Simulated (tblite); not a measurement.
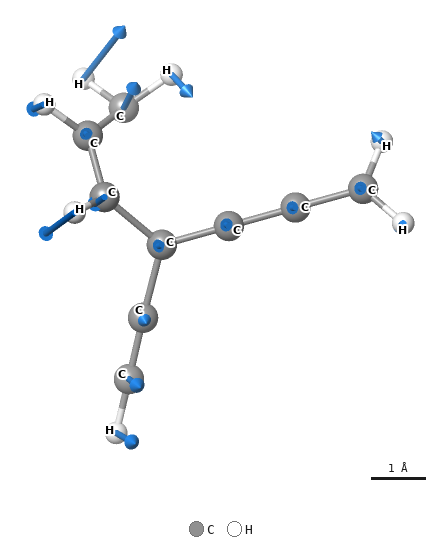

A relaxation of C$_{9}$H$_{7}$ (multiplicity 2). The starting structure is drawn; blue arrows show the displacements, at their true length. The two geometries are superimposed by the best rigid fit.

A ball-and-stick model, seen at a tilt.

The calculation used GFN2-xTB geometry optimisation, gas phase (tblite 0.8.0). 

Question: Which element moves most?

Answer: Hydrogen: up to 1.84 Å, against 0.97 Å for carbon.

Question: What happened in the run?

Answer: The largest move after the best rigid fit is that of an H atom, 1.84 Å. Largest moves by element: H 1.84 Å, C 0.97 Å. Near-neighbour distances that change, for instance: C–C 1.477 → 1.344 Å, C–C 1.326 → 1.420 Å, C–C 1.291 → 1.370 Å, C–C 1.463 → 1.388 Å. Among the angles between lasting bonds that change: C–C–H 108.7° → 120.8°, C–C–H 113.6° → 122.2°, C–C–C 122.5° → 128.3°. Groups turn about C–C by about 60°. The energy falls by 229.6 kJ/mol in 136 geometry steps.
